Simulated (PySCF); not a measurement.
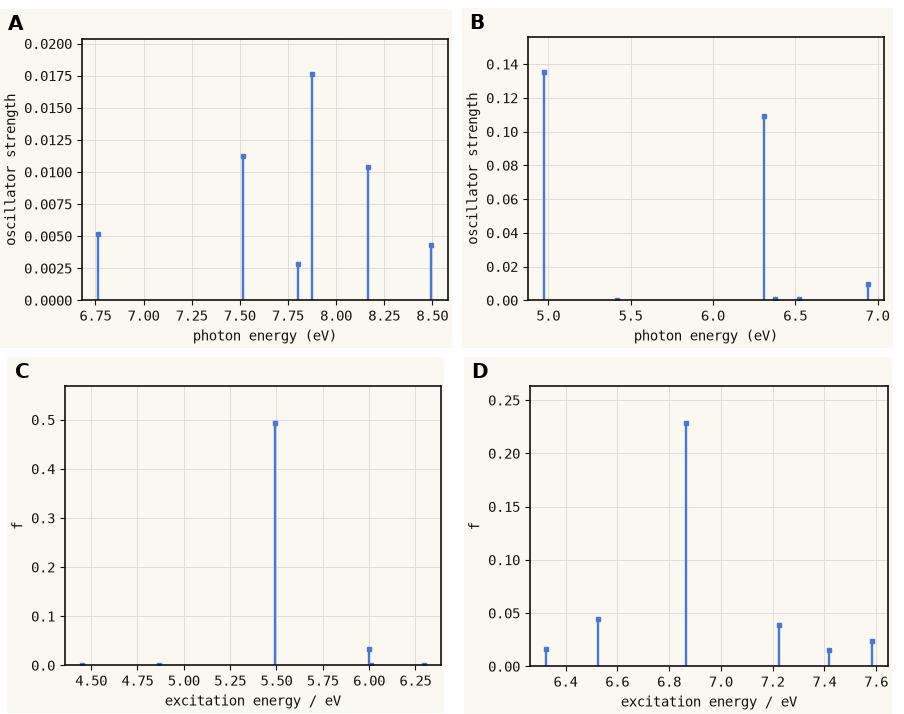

Vertical TDDFT excitations, PBE0/def2-SVPD in PySCF, at a GFN2-xTB geometry (no frequency check), gas phase. Each panel shows the lowest singlet states that were computed.

Pair each panel with its molecule.
1. C₆H₁₄O (2-ethyl-1-butanol), SMILES CCC(CC)CO
2. C₇H₄FN, SMILES N#CC1=C[C@H]2[C@@H]3[C@H]2[C@]13F
3. C₂H₉AsSi, SMILES CC[SiH2][AsH2]
4. C₄H₃Br₂FO, SMILES C=COC(F)=C(Br)Br

A: 1 (S1 at 6.77 eV, brightest at 7.88 eV)
B: 2 (S1 at 4.97 eV, brightest at 4.97 eV)
C: 4 (S1 at 4.45 eV, brightest at 5.49 eV)
D: 3 (S1 at 6.32 eV, brightest at 6.86 eV)

Caveats, for all or some of the runs: core orbitals are frozen in the response; one conformer of a flexible molecule; spin-orbit coupling is left out, and with Br it can shift these levels and split any degenerate set; states above the negative HOMO energy depend on the basis; the tight-binding geometry is rougher than a DFT one and adds to the error.
